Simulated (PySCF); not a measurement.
# How the numerical set-up moves the result for GeH⁺

Aim: see how much the energy and properties of GeH⁺ depend on the numerical set-up.

Computed with PySCF 2.14.0. Level: each script names its method and basis.

### Step 1. The starting structure

GeH⁺: 2 atoms, charge 1, spin multiplicity 1.

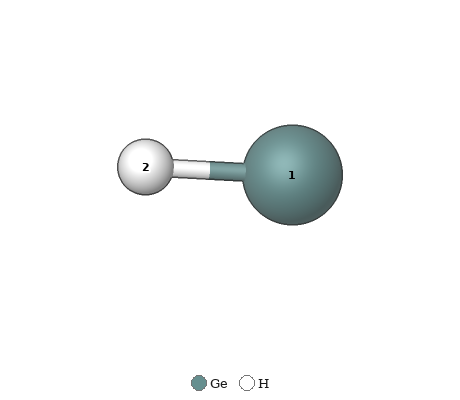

As it starts; germanium teal, hydrogen white; atoms are numbered from 1 in the order of the file.

### Step 2. Base script

File input.py:

```python
from pyscf import gto, scf, cc

mol = gto.M(
    atom='Ge 0 0 0; H 0 0 1.58',
    basis='6-31g*',
    charge=1,
    spin=0,
    verbose=4,
)
mf = scf.RHF(mol)
mf.kernel()
mycc = cc.CCSD(mf)
mycc.kernel()
mycc.ccsd_t()
mf.dip_moment()
print('orbital energies (hartree):', mf.mo_energy[..., max(0, mol.nelec[1]-3):mol.nelec[0]+3].round(4))
```

The run is started by

```console
> OMP_NUM_THREADS=1 python input.py
```

The log of this run is left out.

In short: E(SCF) = -2075.336811 Eh, 8 cycles, E(CCSD) − E(SCF) = -0.24328 Eh, (T) = -0.00437 Eh.

The bond length is a typed value, not an optimised one. The dipole of an ion depends on the origin.

### Step 3. X2c-svpall (X2C on)

Run 1 changes basis set: 6-31g* → x2c-svpall; spin-free X2C: off → on.

File input.py:

```python
from pyscf import gto, scf, cc

mol = gto.M(
    atom='Ge 0 0 0; H 0 0 1.58',
    basis='x2c-svpall',
    charge=1,
    spin=0,
    verbose=4,
)
mf = scf.RHF(mol)
mf = mf.sfx2c1e()
mf.kernel()
mycc = cc.CCSD(mf)
mycc.kernel()
mycc.ccsd_t()
mf.dip_moment()
print('orbital energies (hartree):', mf.mo_energy[..., max(0, mol.nelec[1]-3):mol.nelec[0]+3].round(4))
```

The run is started by

```console
> OMP_NUM_THREADS=1 python input.py
```

### Step 4. Def2-svp

Run 2 changes basis set: 6-31g* → def2-svp.

input.py, as its differences from that of step 2:

```diff
@@ -4,3 +4,3 @@
     atom='Ge 0 0 0; H 0 0 1.58',
-    basis='6-31g*',
+    basis='def2-svp',
     charge=1,
```

### Step 5. Spin-free X2C on

Run 3 changes spin-free X2C: off → on.

input.py, as its differences from that of step 2:

```diff
@@ -10,2 +10,3 @@
 mf = scf.RHF(mol)
+mf = mf.sfx2c1e()
 mf.kernel()
```

### Step 6. 6-311++g**

Run 4 changes basis set: 6-31g* → 6-311++g**.

input.py, as its differences from that of step 2:

```diff
@@ -4,3 +4,3 @@
     atom='Ge 0 0 0; H 0 0 1.58',
-    basis='6-31g*',
+    basis='6-311++g**',
     charge=1,
```

Q: Predict the outcome of this session. Wanted: for each run, E(SCF); from base; gap; after the SCF.

The runs gave:

| run | E(SCF) (hartree) | from base (eV) | cycles | gap (eV) | functions | after the SCF |
| --- | --- | --- | --- | --- | --- | --- |
| base | -2075.336811 | 0 | 8 | 10.79 | 34 | CCSD(T) correlation -6.739 eV |
| x2c-svpall (X2C on) | -2097.000177 | not comparable | 8 | 10.84 | 37 | CCSD(T) correlation -6.446 eV |
| def2-svp | -2075.361906 | -0.6829 | 8 | 10.75 | 37 | CCSD(T) correlation -6.331 eV |
| spin-free X2C on | -2092.478238 | -466.4420 | 8 | 10.85 | 34 | CCSD(T) correlation -6.689 eV |
| 6-311++g** | -2075.583308 | -6.7075 | 8 | 10.78 | 51 | CCSD(T) correlation -12.020 eV |

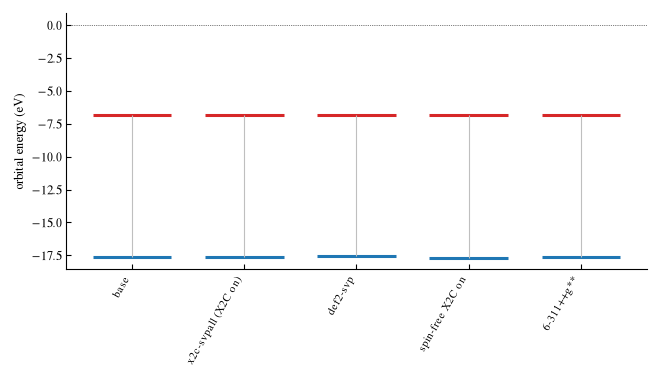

Highest filled (blue) and lowest empty (red) level of each run.

What this shows: The largest comparable shift of the SCF energy, -466.442 eV, comes with the run “spin-free X2C on”. def2-svp (37 functions) gives an energy 0.68 eV lower than 6-31g* (34). Scalar relativity lowers the total energy by 466.44 eV, nearly all of it in the inner shells; a basis contracted without relativity catches only part of it. 6-311++g** (51 functions) gives an energy 6.71 eV lower than 6-31g* (34). The dearest run is “6-311++g**”, at 7.6 s against 2 s.
